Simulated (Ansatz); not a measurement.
# Si₂H₅ radical (built from SMILES [SiH2][SiH3]): a short trajectory

The task is to watch the atoms for 80 steps of 0.5 fs, started with velocities for 500 K and run with a Langevin thermostat, and see to which side of the barrier the system falls.

Program: Ansatz 0.2.0, Gaussian basis. Level of theory: PBE0-D4/def2-SVP, unrestricted. These are calculated values, not measurements.

### 1 Where the work starts

The start, a first-order saddle point found at PBE0-D4 in triple zeta: 7 atoms, charge 0, spin multiplicity 2.

Atoms are counted from 1 here; the program's logs count them from 0.

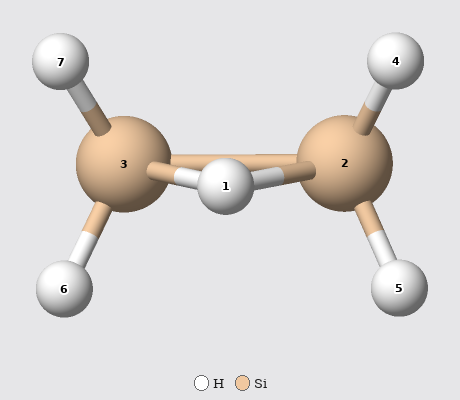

As it starts; hydrogen white, silicon light orange; atoms are numbered from 1 in the order of the file.

As a file:

```xyz
7

H     0.1800    0.2631    0.6342
Si    0.6978   -1.0041   -0.3701
Si   -0.9625    0.6136   -0.5675
H     2.0798   -0.4468   -0.3060
H     0.4855   -1.9490    0.7638
H    -2.0364    0.5119    0.4624
H    -0.4441    2.0111   -0.6169
```

### 2 The run

md/in.yaml reads:

```yaml
crystal:
  periodic: [false, false, false]
  atoms:
    - {symbol: H, position_ang: [0.179982, 0.263140, 0.634231]}
    - {symbol: Si, position_ang: [0.697812, -1.004076, -0.370079]}
    - {symbol: Si, position_ang: [-0.962493, 0.613564, -0.567541]}
    - {symbol: H, position_ang: [2.079829, -0.446757, -0.305951]}
    - {symbol: H, position_ang: [0.485493, -1.948991, 0.763803]}
    - {symbol: H, position_ang: [-2.036367, 0.511915, 0.462436]}
    - {symbol: H, position_ang: [-0.444056, 2.011105, -0.616898]}
basis:
  gaussian: {orbitals: def2-SVP}
magnetization: {spin_polarized: true, initial_magnetization: 1}
hamiltonian: {xc: pbe0, dispersion: d4}
md: {n_steps: 80, timestep: 0.5, temperature: 500, ensemble: nvt_langevin, seed: 494, friction: 0.002, initial_velocities: maxwell_boltzmann}
```

On the command line:

```
> ansatz run in.yaml --threads 2 --pin off --events-out ev --progress --plain --max-ram 4352MiB
```

What does the calculation give? Wanted: temperature at the start; mean temperature, second half; lowest and highest potential energy, from the first frame; largest change of potential + kinetic; bonds lost by distance.

**Answer**, as computed:

| quantity | value |
| --- | --- |
| length | 80 steps, 40.0 fs |
| temperature at the start | 429 K |
| mean temperature, second half | 707 K |
| lowest and highest potential energy, from the first frame | -822 and 92 meV |
| largest change of potential + kinetic | 88.2 meV |
| bonds lost by distance | H1–Si2 |

In words: By the last frame it has moved towards the side where H1–Si3 form. The system runs downhill by 0.82 eV, and that energy turns into motion. The thermostat trades energy with the molecule, so the sum of potential and kinetic energy isn't conserved: it changes by +42 meV over the run. The mean temperature of the second half is still well above the 500 K set. With 7 atoms the instant temperature spans 317 to 1384 K. Under Langevin the temperature counts 3N degrees of freedom, more than the drawn velocities fill, so it starts at 429 K, not 500 K.
